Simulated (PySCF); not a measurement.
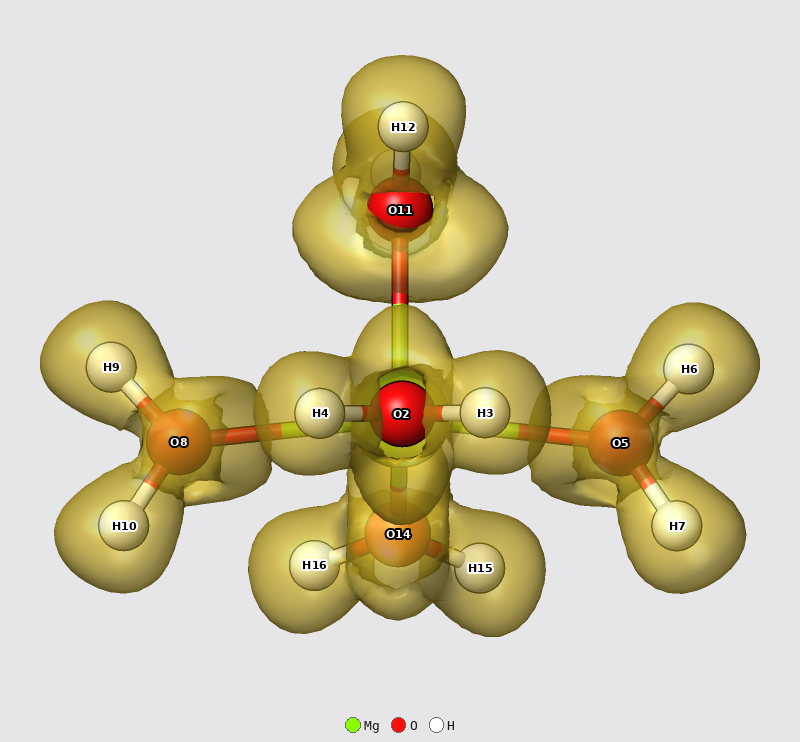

The picture shows: H10MgO5 (charge +2). Isosurface of the ELF at 0.8 (yellow), seen from one side. Only the valence region is drawn (cores and ρ < 0.01 e/Å³ removed).

Geometry: PBE0-D3(BJ)/def2-SVPD.

Level of theory: wB97M-D3(BJ)/def2-SVPD, SCF density, gas phase in PySCF 2.14.0.

The calculation's input:

```
{"job": {"kind": "inter", "xc": "wB97M-D3(BJ)", "basis": "def2-SVPD", "pairs": false}, "charge": 2, "multiplicity": 1, "parts": [{"atoms": "0-0", "charge": 2, "multiplicity": 1}, {"atoms": "1-3", "charge": 0, "multiplicity": 1}, {"atoms": "4-6", "charge": 0, "multiplicity": 1}, {"atoms": "7-9", "charge": 0, "multiplicity": 1}, {"atoms": "10-12", "charge": 0, "multiplicity": 1}, {"atoms": "13-15", "charge": 0, "multiplicity": 1}]}
Mg     0.355152     1.036599    -2.302354
O      0.280629    -0.936752    -1.811820
H      0.973293    -1.455169    -1.382156
H     -0.457643    -1.538783    -1.972277
O      2.356801     1.044455    -1.719134
H      2.690121     1.442360    -0.903363
H      3.127188     0.669339    -2.166642
O     -1.478118     0.799723    -3.266025
H     -2.327466     1.103010    -2.917445
H     -1.670777     0.393844    -4.121987
O     -0.365680     2.033003    -0.671532
H     -0.654019     1.643786     0.165428
H     -0.494894     2.987333    -0.584688
O      0.812953     2.475559    -3.664182
H      1.663683     2.920822    -3.770057
H      0.221080     2.844503    -4.332564
```

Command:

```sh
OMP_NUM_THREADS=1 python cluster_run.py task.json out
```

Question: Where are the electrons localised?

Answer: The surface consists of five joined regions spread over several atoms (H, O), in which their bonds and any lone pairs are merged. Along the contacts the grid gives the following. Mg–O (2.03 Å): the ELF peaks at about 0.90 in the valence shell of O, 0.6 Å from its nucleus, and is about 0.25 at the midpoint; a closed-shell, largely ionic contact. O–H (0.97 Å): the ELF climbs to about 1 towards the hydrogen, as it does in any bond to H (a covalent bond by its length).
